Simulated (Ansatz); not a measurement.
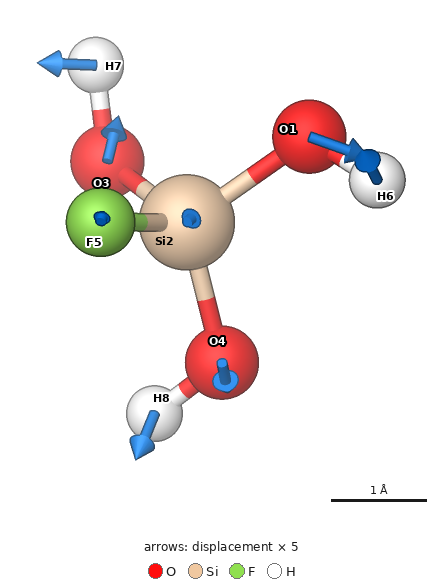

A relaxation of SiH₃O₃F (coarse preliminary run). The starting structure is drawn; blue arrows show the displacements, 5 times their true length. The two geometries are superimposed by the best rigid fit.

Style: ball-and-stick. Shown at a tilt.

The start comes from a force field.

These are results of Ansatz, RKS PBE-D4/def2-SVP, not measurements.

Input
```yaml
crystal:
  periodic: [false, false, false]
  atoms:
    - {symbol: O, position_ang: [0.106700, 1.510300, -0.317900]}
    - {symbol: Si, position_ang: [0.050500, -0.075500, -0.131300]}
    - {symbol: O, position_ang: [0.925300, -0.481600, 1.161100]}
    - {symbol: O, position_ang: [-1.408600, -0.603400, 0.051500]}
    - {symbol: F, position_ang: [0.687000, -0.757700, -1.443700]}
    - {symbol: H, position_ang: [-0.611300, 1.883000, -0.957200]}
    - {symbol: H, position_ang: [1.836300, -0.021500, 1.216300]}
    - {symbol: H, position_ang: [-1.493900, -1.510600, 0.365400]}
basis:
  gaussian: {orbitals: def2-SVP}
hamiltonian: {xc: pbe, dispersion: d4}
relax: {f_tol: 0.03, max_steps: 200}
```

What did the optimiser do to the structure, and how much energy did it gain?

Answer. O1 moves most after the best rigid fit: 0.14 Å. Largest moves by element: O 0.14 Å, H 0.13 Å, Si 0.05 Å, F 0.03 Å. Some distances before and after: Si2–O4 1.562 → 1.653 Å, O1–H6 1.031 → 0.973 Å, O1–Si2 1.598 → 1.653 Å, O3–H7 1.022 → 0.973 Å. Bond angles that change, for instance: O1–Si2–O4 112.4° → 109.9°. After 5 geometry steps the energy has fallen by 9.75 kcal/mol. The largest force component goes from 3.4 to 0.015 eV/Å.
